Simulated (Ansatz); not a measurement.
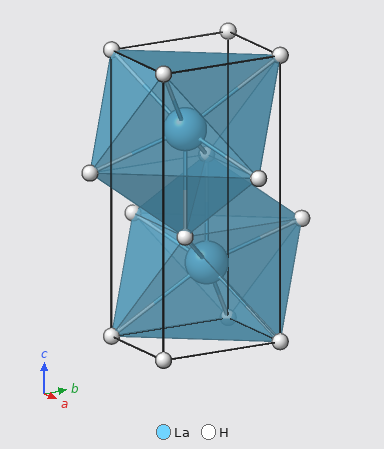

This polyhedral model is shown slightly off an axis. One conventional unit cell is outlined, and atoms on its boundary appear in each equivalent place. Some atoms of the next cells are drawn as well.

La$_{2}$H$_{3}$, space group P-3m1 (No. 164), a = 3.837 Å, b = 3.837 Å, c = 6.431 Å, α = 90.00°, β = 90.00°, γ = 120.00°. Source of the structure: a structure type filled with these elements by a generator (whether the compound takes this form wasn't checked). Earlier steps of the study may have refined or changed the cell and positions. It was the input of a calculation with Ansatz.

This one geometry was computed with Ansatz (DFT, plane waves, PAW) at three levels of theory: PBE with spin-orbit coupling, r2SCAN and PBE.

How does the band gap change with the level of theory?

Answer. All levels give a metal.

Collect the results in a table.

Answer.
| level | cutoff (eV) | k-mesh of the run's cell | gap (eV) | pressure (GPa) |
| --- | --- | --- | --- | --- |
| PBE with spin-orbit coupling | 420 | 12×12×6 | metal | 0.0 |
| r2SCAN | 500 | 12×12×6 | metal | 0.1 |
| PBE | 420 | 12×12×6 | metal | 0.0 |

Gaps are taken on the k-mesh or band path of each run.
